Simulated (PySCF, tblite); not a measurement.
# C₆H₁₁O₂PSi: geometry, infrared bands and NMR shifts

Aim: predict the infrared bands and NMR shifts of C₆H₁₁O₂PSi (`COC1=C(C)[P@@H](=O)C=C1[SiH3]`).

Programs: tblite 0.8.0 and PySCF 2.14.0, with density-fitted response routines of our own. Each step states its level of theory. These are calculated values for one molecule in the gas phase, unless marked as measured. Atoms are numbered from 0 throughout.

**1. The molecule as given**

21 atoms, charge 0, multiplicity 1; geometry from: force field or distance geometry start.

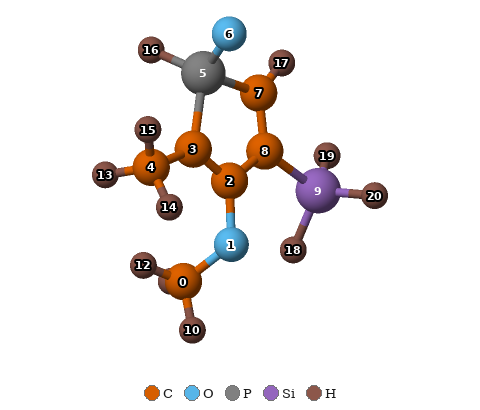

As it starts; carbon orange, oxygen blue, phosphorus grey, silicon purple, hydrogen brown, atoms numbered.

**2. Geometry optimisation with GFN2-xTB**

Job settings and geometry (Å):

```
{"job": {"kind": "relax", "xc": "GFN2-xTB", "basis": "xTB"}, "charge": 0, "multiplicity": 1}
C     -1.475200     1.941400    -0.692400
O     -0.438700     1.109300    -1.111500
C      0.064000     0.034100    -0.296600
C     -0.715700    -0.995500    -0.069500
C     -2.093300    -1.267300    -0.508700
P      0.241500    -2.111000     0.966300
O      0.554800    -3.419000     0.293400
C      1.684500    -1.015400     0.995400
C      1.352700     0.025500     0.269500
Si     2.570400     1.425200     0.036100
H     -1.744100     2.734400    -1.452500
H     -1.242700     2.527300     0.233300
H     -2.347400     1.319200    -0.429300
H     -2.867300    -0.964800     0.211600
H     -2.272900    -0.821500    -1.536100
H     -2.202000    -2.380300    -0.609200
H     -0.332100    -2.256900     2.246100
H      2.617300    -1.198300     1.496200
H      1.836200     2.723200    -0.000100
H      3.503900     1.447200     1.156600
H      3.297200     1.160200    -1.199300
```

The run is started by

```console
$ OMP_NUM_THREADS=1 python probes_run.py task.json out
```

This one command runs all jobs of the session in turn.

**Question.** This job is followed by: GFN2-xTB harmonic vibrations, gas phase; GIAO PBE0/pcSseg-1 NMR shielding, non-relativistic, gas phase. Predict these results of the whole session: strongest single infrared mode (GFN2-xTB); zero-point energy (GFN2-xTB); 13C shifts against TMS (PBE0/pcSseg-1); 1H shifts against TMS (PBE0/pcSseg-1, means over atoms taken as alike); 17O shifts against H2O (PBE0/pcSseg-1); 31P shifts against H3PO4 (PBE0/pcSseg-1); 29Si shifts against TMS (PBE0/pcSseg-1).

**Answer**, as computed:

```
                                                              quantity                                      value
                             strongest single infrared mode (GFN2-xTB)                       786 cm⁻¹, 416 km/mol
                                          zero-point energy (GFN2-xTB)                              94.3 kcal/mol
                                13C shifts against TMS (PBE0/pcSseg-1)  166.6, 160.8, 146.9, 103.6, 58.3, 9.7 ppm
1H shifts against TMS (PBE0/pcSseg-1, means over atoms taken as alike)           7.47, 6.79, 4.25, 4.13, 2.34 ppm
                                17O shifts against H2O (PBE0/pcSseg-1)                            126.3, 76.1 ppm
                              31P shifts against H3PO4 (PBE0/pcSseg-1)                                    5.3 ppm
                               29Si shifts against TMS (PBE0/pcSseg-1)                                  -79.7 ppm
```

The optimisation took 179 steps and gained 0.878 eV; among the close pairs (by a distance rule), O1–C2 changed most, from 1.440 to 1.353 Å. All 57 modes are real, so the xTB geometry is a minimum. The strongest single mode, at 786 cm⁻¹, has its largest shares on H19, H18 and H20 (the list is cut at 3 atoms). GFN2-xTB is a fitted tight-binding method: band positions and strengths are rough. Its intensities can rank the bands wrongly. At PBE0/pcSseg-1: The widest tensor belongs to P5: span 300 ppm, with a paramagnetic part of -652 ppm.
